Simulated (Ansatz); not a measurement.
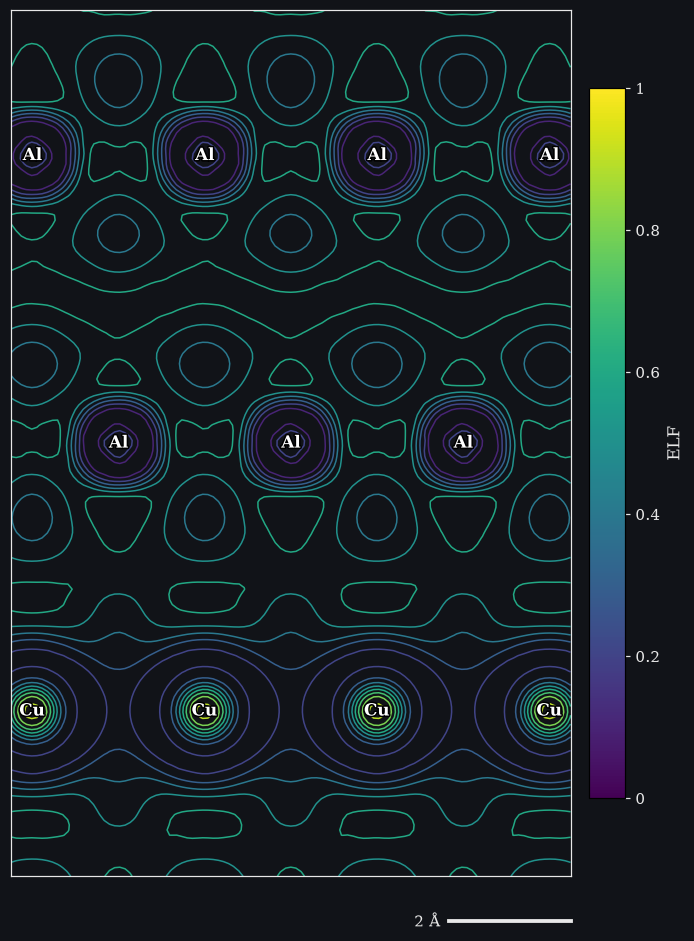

The picture shows: Al$_{5}$Cu. Electron localisation function on the (101̄) plane of the conventional cell.

Space group P-3m1; a structure generated by program, which may or may not match a known phase; computed without spin polarisation.

The calculation used DFT PBE, scalar-relativistic, plane waves, PAW (Ansatz).

**Describe what can be read from this map.**

- The plane passes through Al and Cu nuclei.
- Al–Al (2.84 Å): the ELF peaks at about 0.65 between the atoms.
- Cu–Cu (2.84 Å): the ELF is about 0.25 at the midpoint; no shared electron pair shows on this line.
- The features right at Cu lie inside the PAW spheres, where the map follows smoothed inner orbitals and isn't to be read closely.
